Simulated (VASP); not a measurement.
Given:

```xyz
2
Lattice="1.3547 -2.3464 0.0000 1.3547 2.3464 0.0000 0.0000 0.0000 4.2715" Properties=species:S:1:pos:R:3 pbc="T T T"
Ru     1.3547     0.7821     1.0679
Ru     1.3547    -0.7821     3.2036
```

Computed with rev-vdW-DF2, VASP's PBE PAW potentials (set 64) (plane waves; VASP 6.6.1). Numerical set-up: 520 eV cut-off, 17×17×10 Γ-centred mesh, tetrahedra with Blöchl corrections, potentials Ru_pv.

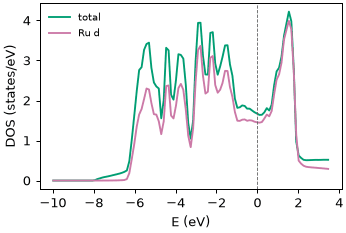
*Total and projected density of states, zero at the Fermi level*

Within 2 eV below the Fermi level the largest weight inside VASP's projection spheres is Ru d.

It has no gap at this level: it comes out as a metal or semimetal.

The compound is Ru in the hcp structure. It was relaxed first.
